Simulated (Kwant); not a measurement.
Device: circular cavity between two wires in a GaN two-dimensional gas. Effective mass 0.22 mₑ, grid spacing 12 nm, hard walls, nominal width 150 nm (13 grid rows, so walls 168 nm apart), one parabolic valley, scattering region 1300 nm long along x; energies count from the band bottom; Fermi energy 0.000359 eV. Cavity of radius 280 nm, straight part 0 nm, centre moved sideways by 110 nm. Perpendicular field swept from 0 to 0.11 T, none in the leads; orbital effect alone.

The device is made up for the run: typed textbook-type constants, with dimensions and the other settings drawn at random.

Model: effective-mass tight-binding model on a square grid, one spin, coherent transport at 0 K (Kwant). Conductance is in e²/h.

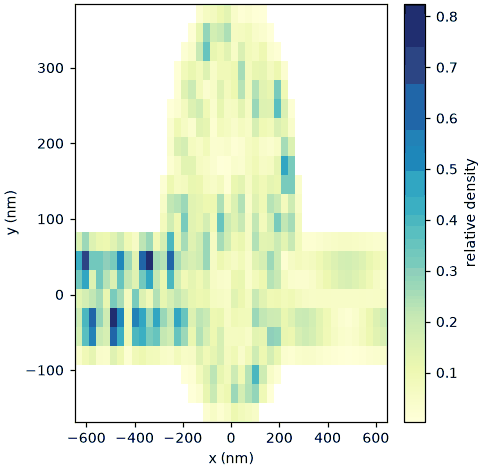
*Density of the scattering states that come in from the left lead, at field = 0.055618 T, in bins, relative to the largest site value*

The conductance there is 0.92 e²/h with 2 open channel(s) in the leads.
